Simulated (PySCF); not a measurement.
# NMR shielding calculation, with input and output: CH$_{8}$FPSi$_{2}$

- system: CH$_{8}$FPSi$_{2}$
- method: GIAO PBE0/pcSseg-2 NMR shielding, non-relativistic, gas phase (PySCF 2.14.0)

The geometry comes from this level: PBE0-D3(BJ)/def2-SVP. Figures and captions count atoms from 1; the log counts them from 0 in places.

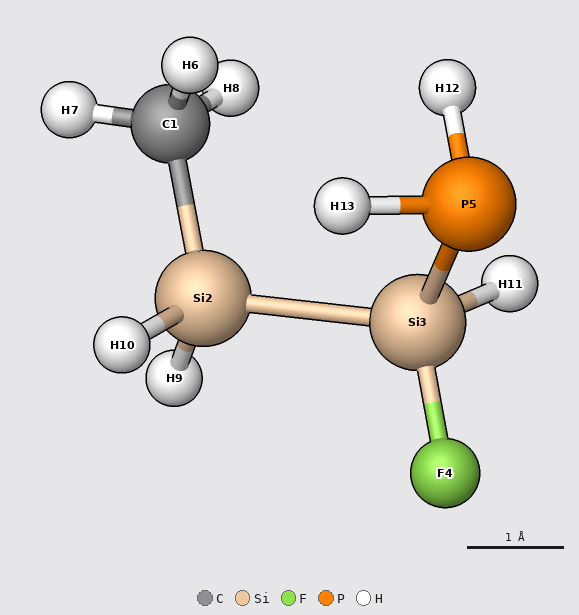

Fig. 1: The input geometry (ball-and-stick view, seen at a tilt; atoms are numbered from 1 in the order of the input).

The input:
```
{"job": {"kind": "nmr", "xc": "PBE0", "basis": "pcSseg-2", "pop": true}, "charge": 0, "multiplicity": 1}
C      1.773172     0.487592     0.433087
Si     0.744479    -0.090712    -1.037093
Si    -1.259285    -1.016875    -0.255299
F     -2.179518    -1.468980    -1.530293
P     -2.465968     0.431017     0.997708
H      1.221597     1.233611     1.025277
H      2.711772     0.948609     0.089663
H      2.028996    -0.355415     1.092563
H      1.505532    -1.084370    -1.857947
H      0.387968     1.069954    -1.913614
H     -1.042893    -2.225513     0.598873
H     -1.448345     0.451198     2.004200
H     -1.970362     1.602297     0.344250
```

The first line tells a small driver script what to run in PySCF; the rest is the geometry in Å.

Launch command:
```bash
OMP_NUM_THREADS=1 python <driver script> task.json out
```

The program's output:
```
coarse grid: 12008 points
cycle   1  E = -1062.6784444630  dE = -2.542e-02  |g| = 6.230e-01  |ddm| = 2.527e+00
cycle   2  E = -1062.5861480070  dE =  9.230e-02  |g| = 9.926e-01  |ddm| = 8.579e-01
cycle   3  E = -1062.7466273347  dE = -1.605e-01  |g| = 8.541e-02  |ddm| = 5.539e-01
cycle   4  E = -1062.7477578458  dE = -1.131e-03  |g| = 3.630e-02  |ddm| = 6.795e-02
cycle   5  E = -1062.7480665309  dE = -3.087e-04  |g| = 4.863e-03  |ddm| = 2.594e-02
cycle   6  E = -1062.7480722712  dE = -5.740e-06  |g| = 1.517e-03  |ddm| = 5.837e-03
final grid: 101568 points
cycle   7  E = -1062.7577823999  dE = -6.262e-05  |g| = 5.949e-03  |ddm| = 2.801e-02
cycle   8  E = -1062.7577788298  dE =  3.570e-06  |g| = 6.890e-03  |ddm| = 9.347e-03
cycle   9  E = -1062.7577909813  dE = -1.215e-05  |g| = 4.258e-04  |ddm| = 5.128e-03
cycle  10  E = -1062.7577910130  dE = -3.164e-08  |g| = 1.748e-04  |ddm| = 4.373e-04
cycle  11  E = -1062.7577910194  dE = -6.444e-09  |g| = 3.827e-05  |ddm| = 1.830e-04
cycle  12  E = -1062.7577910197  dE = -2.919e-10  |g| = 1.622e-05  |ddm| = 4.639e-05
```

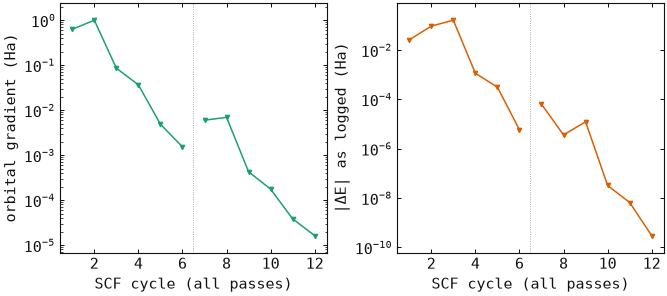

Fig. 2: Convergence of the self-consistent field: orbital gradient and size of the energy change against the SCF cycle. The dotted line marks the change from a coarse to the final integration grid. The first 6 cycles use a coarse grid, the final grid takes over at cycle 7, and the field converges after 12 cycles in all.

```
converged SCF energy = -1062.7577910197

GIAO shielding tensors (ppm)
atom      isotropic    diamagn.    paramagn.     s11        s22        s33       span
  0 C      195.971     248.129     -52.158    189.321    196.664    201.928     12.607
  1 Si     412.178     880.687    -468.509    394.664    397.281    444.591     49.927
  2 Si     310.125     877.699    -567.574    215.500    294.268    420.607    205.107
  3 F      394.639     465.880     -71.241    359.554    397.459    426.903     67.349
  4 P      560.921     966.637    -405.715    503.130    567.684    611.951    108.821
  5 H       31.211      32.249      -1.038     26.146     29.963     37.525     11.378
  6 H       30.816      29.165       1.650     26.062     27.560     38.825     12.763
  7 H       31.243      31.091       0.152     26.877     28.607     38.246     11.368
  8 H       27.034      29.305      -2.271     23.901     25.086     32.115      8.214
  9 H       27.319      30.230      -2.911     24.771     25.501     31.686      6.916
 10 H       25.230      29.427      -4.197     22.942     24.470     28.277      5.334
 11 H       29.692      31.359      -1.667     25.622     27.433     36.022     10.400
 12 H       29.083      31.233      -2.151     25.159     27.130     34.959      9.800
```

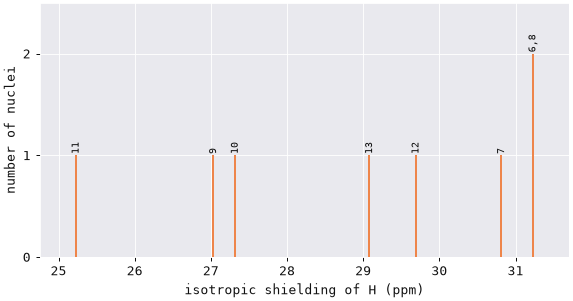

Fig. 3: Isotropic shieldings of the hydrogen nuclei in this fixed geometry, labelled by atom number; shielding grows to the right, so chemical shift grows to the left. The least shielded is H11 (25.2 ppm), the most shielded H8 (31.2 ppm).

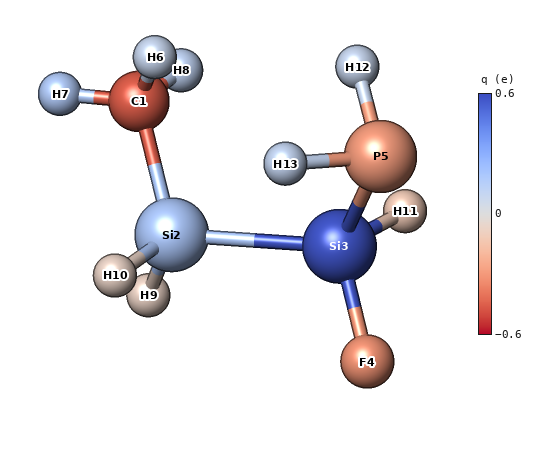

Fig. 4: ESP-fitted charges, as the colour of each atom (ball-and-stick view, seen at a tilt; atoms are numbered from 1 in the order of the input). By element: C −0.45, Si +0.18 to +0.57, F −0.31, P −0.29 and H −0.11 to +0.17 e.

Summary:

| quantity | value |
| --- | --- |
| outcome | converged |
| total energy | −1062.757791 hartree |
| HOMO | −7.40 eV |
| LUMO | −0.72 eV |
| dipole moment | 2.80 D |
| isotropic shielding, C | 196.0 ppm |
| isotropic shielding, Si | 310.1 to 412.2 ppm |
| isotropic shielding, F | 394.6 ppm |
| isotropic shielding, P | 560.9 ppm |
| isotropic shielding, H | 25.2 to 31.2 ppm |
| hardware | 1 CPU thread, shared host |
| wall time | 48 s |
| peak memory | 1.4 GiB |
